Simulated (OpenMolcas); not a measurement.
**How basis sets differ on BH3Br− (SMILES [H][B-]([H])([H])Br)**

BH3Br− has 5 atoms, charge -1, and is taken as a singlet. As SMILES, `[H][B-]([H])([H])Br`. Geometry: relaxed at GFN2-xTB.

Quantity: the HOMO–LUMO gap, in eV. The values are calculated.

```json
{"level": "HF/STO-3G", "kind": "Hartree–Fock", "program": "OpenMolcas", "value (eV)": "21.22", "CPU time": "1.9 s"}
{"level": "HF/3-21G", "kind": "Hartree–Fock", "program": "OpenMolcas", "value (eV)": "16.22", "CPU time": "2.1 s"}
{"level": "HF/def2-SVP", "kind": "Hartree–Fock", "program": "OpenMolcas", "value (eV)": "15.76", "CPU time": "4.1 s"}
{"level": "HF/ANO-RCC-VTZP (DKH2, RICD fitting)", "kind": "Hartree–Fock", "program": "OpenMolcas", "value (eV)": "10.20", "CPU time": "14 s"}
{"level": "HF/pcseg-2", "kind": "Hartree–Fock", "program": "OpenMolcas", "value (eV)": "12.90", "CPU time": "22 s"}
```

All-electron rows without a relativistic Hamiltonian named are non-relativistic. Sets without diffuse functions describe the anion poorly. The values span 10.20 to 21.22 eV. A Hartree–Fock LUMO above zero doesn't converge with the basis: it sinks as sets grow more diffuse. Orbital gaps aren't excitation energies. Times are those of the runs behind each value, whatever else they computed, on shared processors of several kinds: orders of magnitude only.

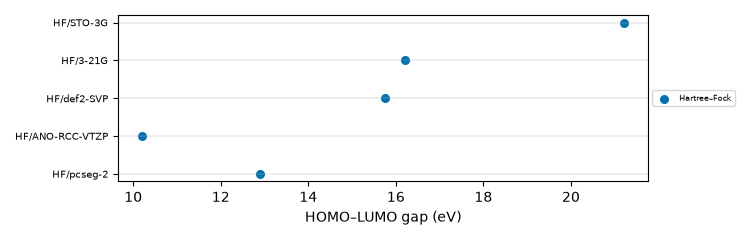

The values of the table, level by level.
